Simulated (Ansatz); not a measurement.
Computed with PBE (plane waves to 420 eV, PAW; Ansatz, a first-principles code).

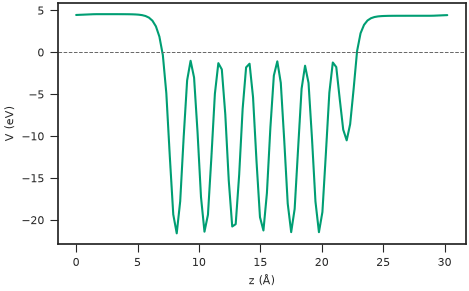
*Electrostatic potential energy of an electron, averaged over planes parallel to the surface, in eV from the Fermi level, for a constructed model of the (110) surface of bcc Nb, a pseudomorphic layer of Zn in the host's stacking (bottom of the slab: a bare face, its two planes held)*

Slab: 7 atoms, 14.2 Å thick at the start; k 14x14x1, smearing 0.1 eV, dipole-corrected; 2 atoms held, the rest relaxed; symmetry of the start imposed; no spin, no spin-orbit, no U. It is one candidate, not shown to be the stable structure of the face.

The vacuum level lies 4.35 eV above the Fermi level over the top face and 4.54 eV above it under the bottom face.
